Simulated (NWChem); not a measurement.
# B3LYP/6-31G(d) (Cartesian functions) run of BF3 (boron trifluoride)

Aim: the vertical electron affinity of BF3 (boron trifluoride) at B3LYP/6-31G* (Cartesian functions), from 2 runs. 

The calculation is run with NWChem 7.3.0.

8 further runs of the same task are left out: 4 that didn't finish, 4 set aside as unsound or not needed. Runs told in other sessions of the task aren't counted.

**1. The molecule**

BF3 has 4 atoms, charge 0, and is taken as a singlet. SMILES: `FB(F)F`. Geometry: relaxed at PBE0-D4/def2-TZVP.

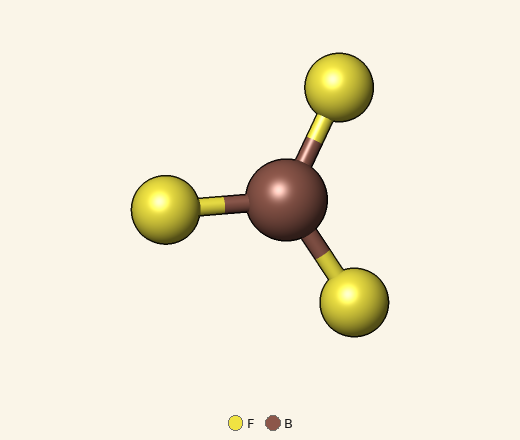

Viewed from a chosen angle; fluorine yellow, boron brown.

**2. Energy and gradient at B3LYP/6-31G(d) (Cartesian functions)**

The input, work.nw:

```
start work
title "BF3 gradient"
memory 2200 mb

geometry units angstroms noautosym nocenter noautoz
 F        0.543870       0.210740       1.174280
 B        0.000020       0.000000       0.000010
 F       -0.265170      -1.223510      -0.389620
 F       -0.278730       1.012770      -0.784660
end

basis
 * library 6-31G*
end

dft
 xc b3lyp
 grid xfine
 convergence energy 1e-08
 iterations 100
 mulliken
 print low
end

task dft gradient
```

Started as:

```console
$ nwchem work.nw > work.out
```

Standard output:

```text
[...]
 d= 0,ls=0.0,diis     1   -324.4568751125 -4.36D+02  1.87D-02  9.22D-01     0.7
[...]
 d= 0,ls=0.0,diis     7   -324.5531059174 -2.19D-10  1.11D-07  7.59D-11     4.7
         Total DFT energy =     -324.553105917442
      One electron energy =     -672.158171318455
           Coulomb energy =      272.094730594403
    Exchange-Corr. energy =      -35.598819512093
 Nuclear repulsion energy =      111.109154318702
[...]
      Total Density - Mulliken Population Analysis
     ---------------------------------------------
    Atom       Charge   Shell Charges
 -----------   ------   -------------------------------------------------------
    1 F    9     9.21   1.99  0.96  3.34  0.87  1.97  0.08
    2 B    5     4.37   1.99  0.48  1.33  0.06  0.31  0.18
    3 F    9     9.21   1.99  0.96  3.34  0.87  1.97  0.08
    4 F    9     9.21   1.99  0.96  3.34  0.87  1.97  0.08
[...]
                         DFT ENERGY GRADIENTS
    atom               coordinates                        gradient
                 x          y          z           x          y          z
   1 F       1.027765   0.398241   2.219067   -0.002999  -0.001160  -0.006469
   2 B       0.000038   0.000000   0.000019    0.000012   0.000002   0.000009
   3 F      -0.501099  -2.312099  -0.736275    0.001456   0.006740   0.002141
   4 F      -0.526723   1.913858  -1.482792    0.001531  -0.005582   0.004319
 Task  times  cpu:        5.6s     wall:        5.6s
 Total times  cpu:        5.6s     wall:        5.6s
```

Run time: 6.3 s. Hardware: 1 thread of Intel Xeon 6975P-C (Granite Rapids), shared host; peak memory 0.13 GiB.

**3. The doublet anion: a single-point energy at UB3LYP/6-31G(d) (Cartesian functions)**

The input, a.nw:

```
start a
title "BF3"
memory total 2200 mb
charge -1

geometry units angstroms noautosym nocenter noautoz
   F      0.543870     0.210740     1.174280
   B      0.000020     0.000000     0.000010
   F     -0.265170    -1.223510    -0.389620
   F     -0.278730     1.012770    -0.784660
end

basis
   F library 6-31G*
   B library 6-31G*
end

dft
   xc b3lyp
   mult 2
   grid xfine
   convergence energy 1e-08
   iterations 100
   mulliken
end

task dft energy
```

Started as:

```console
$ nwchem a.nw > a.out
```

Standard output:

```text
[...]
          Wavefunction type:  spin polarized.
          No. of atoms     :     4
          No. of electrons :    33
[...]
          Charge           :    -1
          Spin multiplicity:     2
[...]
          AO basis - number of functions:    60
[...]
              XC Information
              --------------
                         B3LYP Method XC Potential
                     Hartree-Fock (Exact) Exchange  0.200
                        Slater Exchange Functional  0.800 local
                    Becke 1988 Exchange Functional  0.720 non-local
              Lee-Yang-Parr Correlation Functional  0.810
                  VWN I RPA Correlation Functional  0.190 local
[...]
 d= 0,ls=0.0,diis     1   -324.2680518580 -4.35D+02  1.14D-01  2.43D-01     1.1
[...]
 d= 0,ls=0.5,diis    22   -324.4000392511 -7.46D-09  4.74D-06  1.31D-08    22.1
[...]
         Total DFT energy =     -324.400039256288
      One electron energy =     -682.379619553765
           Coulomb energy =      282.869994137051
    Exchange-Corr. energy =      -35.999568158277
 Nuclear repulsion energy =      111.109154318702
[...]
      Total Density - Mulliken Population Analysis
     ---------------------------------------------
    Atom       Charge   Shell Charges
 -----------   ------   -------------------------------------------------------
    1 F    9     9.32   1.99  0.94  3.37  0.89  2.07  0.07
    2 B    5     5.04   1.99  0.41  1.54  0.09  0.86  0.16
    3 F    9     9.32   1.99  0.94  3.37  0.89  2.07  0.07
    4 F    9     9.32   1.99  0.94  3.37  0.89  2.07  0.07
[...]
      <S2> =      0.7516 (Exact =     0.7500)
[...]
```

Wall time 24 s (1 thread of Intel Xeon 6975P-C (Granite Rapids), shared host); peak memory 0.12 GiB.

**4. Summary of results**

Level: B3LYP/6-31G* (Cartesian functions).

| quantity | value |
| --- | --- |
| singlet BF3: total energy | -324.55311 Eh |
| singlet BF3: largest force on an atom | 0.371 eV/Å |
| doublet anion: total energy | -324.40004 Eh |
| doublet anion: HOMO energy (highest over α and β) | 7.32 eV |
| doublet anion: LUMO energy (lowest over α and β) | 9.91 eV |
| doublet anion: ⟨S²⟩ | 0.752 |
| vertical electron affinity (to the doublet anion) | -4.165 eV |

What this shows: The anion lies 4.17 eV (402 kJ/mol) above the neutral: the electron isn't bound at this level, and such a value depends on the basis. Without diffuse functions anions come out too high. The largest force (singlet BF3) is 0.37 eV/Å: the shape isn't a stationary point for this species at this level. Mulliken charges (singlet BF3) run from -0.21 on F1 to +0.63 on B2. Mulliken charges (doublet anion) run from -0.32 on F1 to -0.04 on B2. The HOMO (doublet anion) lies at positive energy, 7.32 eV, from the functional's self-interaction, a short basis or an electron that isn't bound; only total energies against the neutral tell.
